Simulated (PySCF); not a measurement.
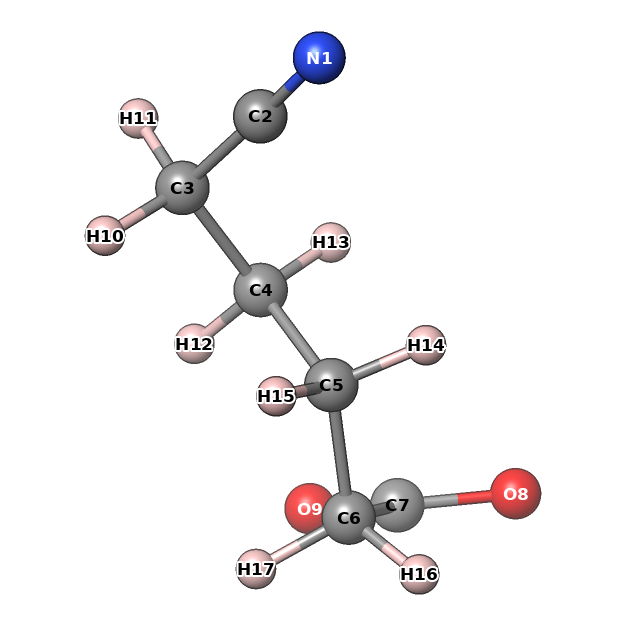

C7 lies behind C6. The molecule seen a little off the C6–C7 bond, C6 in front. Atoms fade into the background with distance from the viewer. State: charge −1, singlet. Geometry: an image of a reaction path computed with GFN2-xTB, not a minimum.

Q: What is the torsion angle C5–C6–C7–O8? The sign is positive where the front bond must turn clockwise to cover the back bond.

A: 85°, about perpendicular.
